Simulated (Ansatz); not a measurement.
**H8O2Si: density, localisation and related maps**

Input

```
crystal:
  periodic: [false, false, false]
  atoms:
    - {symbol: Si, position_ang: [-0.554023, 0.223543, -1.126391]}
    - {symbol: H, position_ang: [-1.098971, -0.489279, 0.330033]}
    - {symbol: H, position_ang: [-0.883318, -1.070226, -1.791541]}
    - {symbol: H, position_ang: [-1.702650, 1.165572, -1.005478]}
    - {symbol: H, position_ang: [0.218436, 0.896355, -2.259541]}
    - {symbol: H, position_ang: [0.957730, -0.121965, 0.948325]}
    - {symbol: O, position_ang: [0.919214, 0.447989, -0.127600]}
    - {symbol: H, position_ang: [-0.418388, -0.755752, 1.220514]}
    - {symbol: O, position_ang: [0.513115, -0.779001, 1.821373]}
    - {symbol: H, position_ang: [1.685369, 0.741617, -0.628250]}
    - {symbol: H, position_ang: [0.363685, -0.258852, 2.618557]}
basis:
  gaussian: {orbitals: def2-TZVPP}
hamiltonian: {xc: pbe0, dispersion: d4}
output: {orbitals: {seedname: orbitals}}
```

Run with:

```sh
ansatz run in.yaml --threads 4 --pin off --events-out ev --progress --plain --max-ram 9574MiB
```

A transition-state structure; geometry: PBE0-D4/def2-TZVP.

Theory: Ansatz, RKS PBE0-D4/def2-TZVPP.

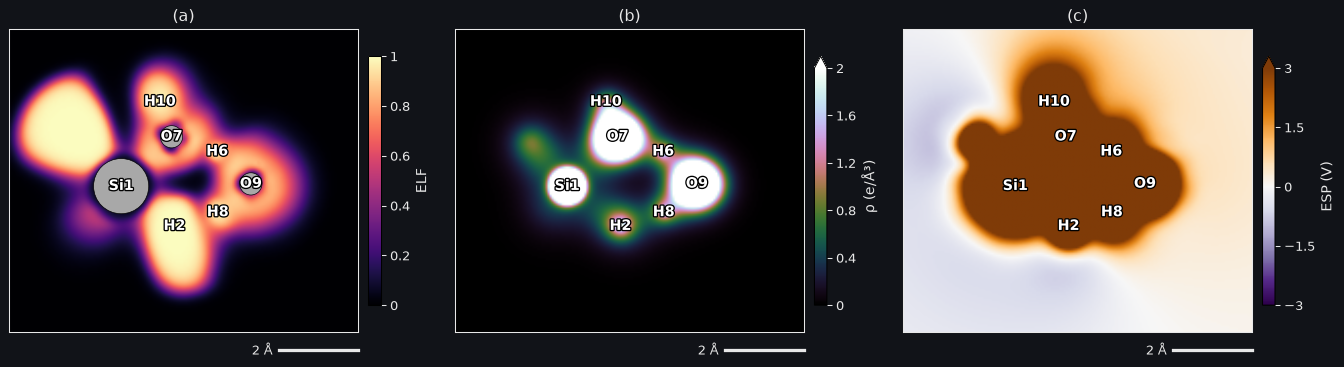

Figure 1. (a) electron localisation function; (b) electron density; (c) electrostatic potential on the plane of atoms O7, H6 and O9. Grey discs cover the atomic cores in the ELF map.

Q: Describe what can be read from this map.

A: The section cuts through Si, H and O sites.
Si–O (1.79 Å): ρ is about 0.84 e/Å³ halfway; the ELF peaks at about 0.90 between the atoms (a polar covalent bond).
O–H (0.96 Å): ρ is about 3.8 e/Å³ halfway; the ELF climbs to about 1 towards the hydrogen, as it does in any bond to H: a covalent bond by its length.
Outside the dense part of the molecule the potential is most negative (−0.9 V) near H5, which lies off the plane.

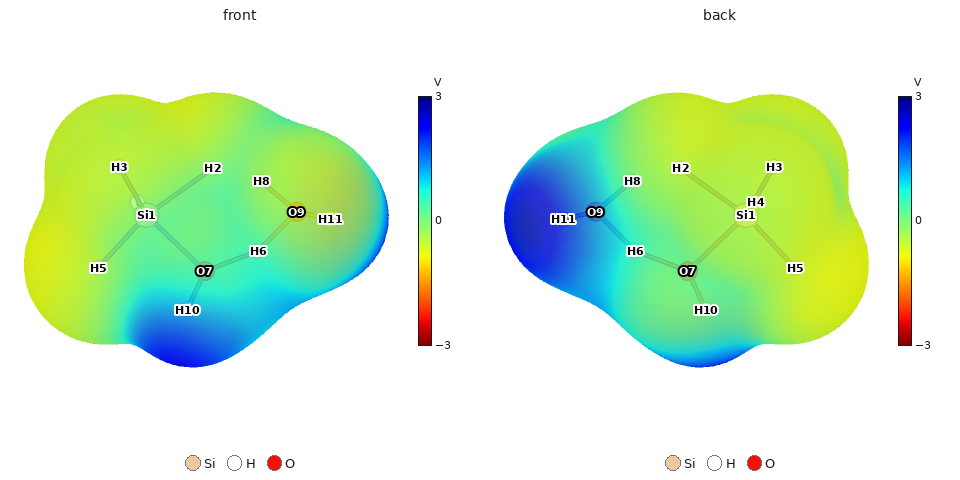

Figure 2. The electrostatic potential painted on the density surface at 0.001 e/bohr³, seen from the front and from behind; red is negative and blue positive.

Q: Describe the electrostatic potential map.

A: The most negative region (about −0.8 V, or −18 kcal/mol for a unit charge) lies over H5, the most positive (about +2.6 V, or +60 kcal/mol for a unit charge) over H11.

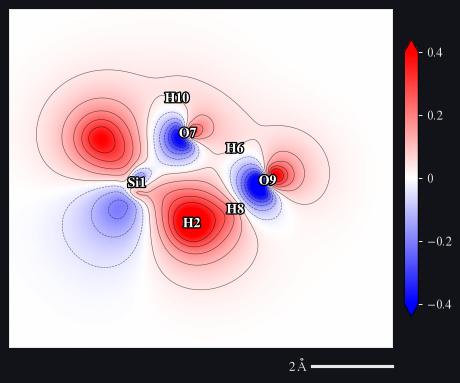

Figure 3. The HOMO on the plane of atoms O7, H6 and O9 (values in Å⁻³ᐟ²; the overall sign is arbitrary).

Q: Where does this orbital lie, and at what energy?

A: It lies mainly on Si1 (about 25 %), H2 (about 20 %), H5 (about 20 %), H3 (about 10 %), H4 (about 10 %) and O9 (about 10 %). Its energy is −6.66 eV.

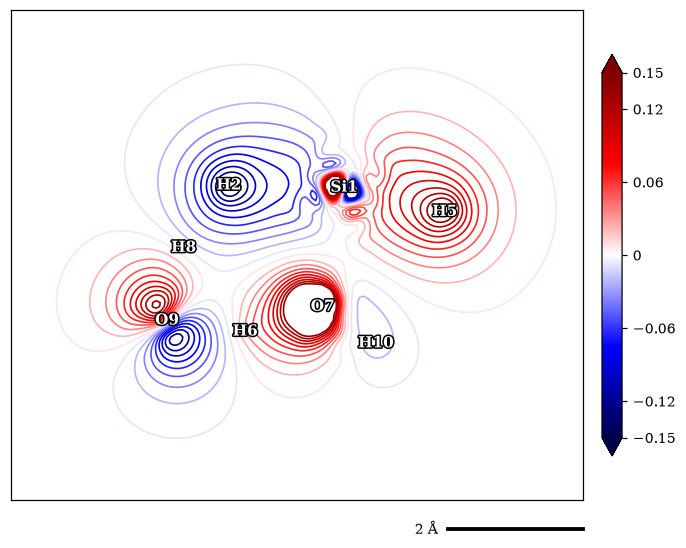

Figure 4. The HOMO−1 on the plane of atoms H2, Si1 and H5 (values in Å⁻³ᐟ²; the overall sign is arbitrary).

Q: Describe this orbital and give its energy.

A: It lies mainly on Si1 (about 35 %), H3 (about 25 %), H4 (about 20 %) and O7 (about 10 %). Its energy is −8.90 eV.
